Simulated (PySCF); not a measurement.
# Single-point calculation of GaBr

- system: GaBr
- method: M06-2X/STO-3G, RKS (PySCF 2.14.0)

The geometry comes from this level: PBE0-D4/def2-TZVP.

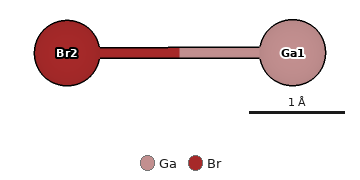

Fig. 1: The structure (ball-and-stick view, seen on its broad side; atoms are numbered from 1 in the order of the input). Sticks mark near contacts. Bond lengths as drawn: Br–Ga 2.37 Å.

**Results in brief**

```tsv
quantity	value
outcome	converged
total energy	−4448.169287 hartree
basis functions	36
HOMO	−4.74 eV
LUMO	1.21 eV
dipole moment	0.52 D
hardware	1 thread of Arm Neoverse V1, 24 GiB of memory available, shared host
wall time	7.2 s
peak memory	0.24 GiB
```

**Input file (input.py)**
```python
# GaBr
from pyscf import gto, dft

mol = gto.M(
    atom='''
Ga     0.000000     0.000000     0.026135
Br     0.000000     0.000000     4.512893
''',
    basis='sto-3g',
    unit='bohr',
    verbose=4,
    max_memory=1860,
)

mf = dft.RKS(mol)
mf.xc = 'm06-2x'
mf.grids.level = 5
mf.conv_tol = 1e-10
mf.kernel()
if not mf.converged:
    mf = mf.newton().run(mf.mo_coeff, mf.mo_occ)

e_tot = mf.e_tot
print('E(%s) = %.9f' % ('M06-2X', e_tot))
```

Run as:
```bash
OMP_NUM_THREADS=1 python input.py
```

**What the program printed**
```
PySCF version 2.14.0

[INPUT] num. atoms = 2
[INPUT] num. electrons = 66
[INPUT] charge = 0
[INPUT] spin (= nelec alpha-beta = 2S) = 0
[INPUT] symmetry False subgroup None
[INPUT] Mole.unit = bohr
[INPUT] Symbol           X                Y                Z      unit          X                Y                Z       unit  Magmom
[INPUT]  1 Ga     0.000000000000   0.000000000000   0.013830046407 AA    0.000000000000   0.000000000000   0.026135000000 Bohr   0.0
[INPUT]  2 Br     0.000000000000   0.000000000000   2.388120130920 AA    0.000000000000   0.000000000000   4.512893000000 Bohr   0.0

nuclear repulsion = 241.822714753058
number of shells = 16
number of NR pGTOs = 108
number of NR cGTOs = 36
basis = sto-3g
ecp = {}

******** <class 'pyscf.dft.rks.RKS'> ********
method = RKS
initial guess = minao
damping factor = 0
level_shift factor = 0
DIIS = <class 'pyscf.scf.diis.CDIIS'>
diis_start_cycle = 1
diis_space = 8
diis_damp = 0
SCF conv_tol = 1e-10
SCF conv_tol_grad = None
SCF max_cycles = 50
direct_scf = True
direct_scf_tol = 1e-13
XC library pyscf.dft.libxc version 7.0.0
    S. Lehtola, C. Steigemann, M. J.T. Oliveira, and M. A.L. Marques.,  SoftwareX 7, 1–5 (2018)
XC functionals = m06-2x
    Y. Zhao and D. G. Truhlar.,  Theor. Chem. Acc. 120, 215 (2008)
    Y. Zhao and D. G. Truhlar.,  Theor. Chem. Acc. 120, 215 (2008)
radial grids:
    Treutler-Ahlrichs [JCP 102, 346 (1995); DOI:10.1063/1.469408] (M4) radial grids

becke partition: Becke, JCP 88, 2547 (1988); DOI:10.1063/1.454033
pruning grids: <function nwchem_prune>
grids dens level: 5
symmetrized grids: False
atomic radii adjust function: <function treutler_atomic_radii_adjust>
small_rho_cutoff = 0
Set gradient conv threshold to 1e-05
Initial guess from minao.
tot grids = 90016
init E= -4442.24415796031
  HOMO = -0.63659182601255  LUMO = -0.392137473175245  gap/eV = 6.65194
cycle= 1 E= -4448.03528781858  delta_E= -5.79  |g|= 0.353  |ddm|= 1.48
  HOMO = 0.123087300567708  LUMO = 0.126171170596939  gap/eV = 0.08392
cycle= 2 E= -4443.01917134479  delta_E= 5.02  |g|= 2.47  |ddm|= 4.62
  HOMO = -0.036018997244645  LUMO = 0.022015123597523  gap/eV = 1.57919
cycle= 3 E= -4448.06121638466  delta_E= -5.04  |g|= 0.367  |ddm|= 4.51
  HOMO = -0.0166664016933858  LUMO = 0.0494812430717372  gap/eV = 1.79997
cycle= 4 E= -4448.14873996081  delta_E= -0.0875  |g|= 0.0915  |ddm|= 0.84
  HOMO = -0.0759563275406676  LUMO = 0.0495950655915673  gap/eV = 3.41643
cycle= 5 E= -4448.16361511416  delta_E= -0.0149  |g|= 0.0754  |ddm|= 0.507
  HOMO = -0.0971517527297379  LUMO = 0.0549892329201617  gap/eV = 4.13997
cycle= 6 E= -4448.15906254459  delta_E= 0.00455  |g|= 0.15  |ddm|= 0.254
  HOMO = -0.0938851227163382  LUMO = 0.0535818204248774  gap/eV = 4.01278
cycle= 7 E= -4448.16112352948  delta_E= -0.00206  |g|= 0.134  |ddm|= 0.0365
  HOMO = -0.0163836241784769  LUMO = 0.0623642537465952  gap/eV = 2.14284
cycle= 8 E= -4448.10840862635  delta_E= 0.0527  |g|= 0.377  |ddm|= 0.905
  HOMO = -0.067093979446073  LUMO = 0.057507294734956  gap/eV = 3.39057
cycle= 9 E= -4448.14207661407  delta_E= -0.0337  |g|= 0.234  |ddm|= 0.419
  HOMO = -0.0590610187860232  LUMO = 0.0586305668195194  gap/eV = 3.20255
cycle= 10 E= -4448.13585961168  delta_E= 0.00622  |g|= 0.265  |ddm|= 0.0794
  HOMO = -0.124740258581231  LUMO = 0.0475119012259764  gap/eV = 4.68722
cycle= 11 E= -4448.16336764526  delta_E= -0.0275  |g|= 0.0557  |ddm|= 0.453
  HOMO = -0.155524695479541  LUMO = 0.0459088878226269  gap/eV = 5.48129
cycle= 12 E= -4448.16884667169  delta_E= -0.00548  |g|= 0.0206  |ddm|= 0.488
  HOMO = -0.175635984149707  LUMO = 0.0448089997371577  gap/eV = 5.99861
cycle= 13 E= -4448.16914203625  delta_E= -0.000295  |g|= 0.0125  |ddm|= 0.201
  HOMO = -0.172626427775564  LUMO = 0.0442718754109944  gap/eV = 5.90210
cycle= 14 E= -4448.16925845764  delta_E= -0.000116  |g|= 0.00449  |ddm|= 0.0918
  HOMO = -0.174185740565878  LUMO = 0.0443208542161586  gap/eV = 5.94587
cycle= 15 E= -4448.16928646359  delta_E= -2.8e-05  |g|= 0.000533  |ddm|= 0.0285
  HOMO = -0.174247883907436  LUMO = 0.0443434888686734  gap/eV = 5.94817
cycle= 16 E= -4448.16928673644  delta_E= -2.73e-07  |g|= 0.000176  |ddm|= 0.00387
  HOMO = -0.174229698499067  LUMO = 0.0443379102048661  gap/eV = 5.94753
cycle= 17 E= -4448.16928676584  delta_E= -2.94e-08  |g|= 9.96e-06  |ddm|= 0.000794
  HOMO = -0.174225165826037  LUMO = 0.0443379814626466  gap/eV = 5.94741
cycle= 18 E= -4448.16928676598  delta_E= -1.4e-10  |g|= 9.53e-07  |ddm|= 6.4e-05
  HOMO = -0.174225105741178  LUMO = 0.0443379651699488  gap/eV = 5.94740
cycle= 19 E= -4448.16928676598  delta_E= 9.09e-13  |g|= 4.65e-07  |ddm|= 2.48e-06
  HOMO = -0.174225507908292  LUMO = 0.0443378380987586  gap/eV = 5.94741
```

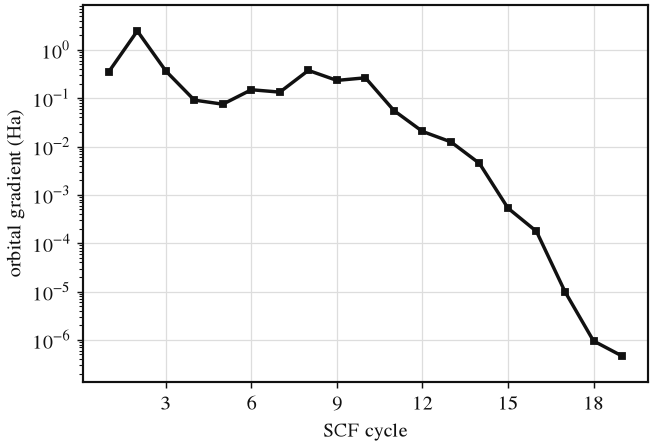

Fig. 2: Convergence of the self-consistent field: orbital gradient against the SCF cycle. The residual falls unevenly and jumps up by a factor of two or more 2 times on the way down.

```
Extra cycle  E= -4448.16928676598  delta_E= 9.09e-13  |g|= 1.11e-06  |ddm|= 3.06e-06
converged SCF energy = -4448.16928676598
E(M06-2X) = -4448.169286766
```

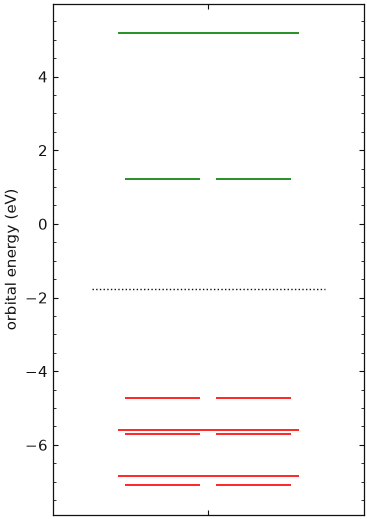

Fig. 3: Orbital energies near the frontier; the dotted line parts filled from empty levels, and levels within 0.02 eV of each other stand side by side. Highest filled −4.74 eV, lowest empty 1.21 eV, 5.95 eV apart.
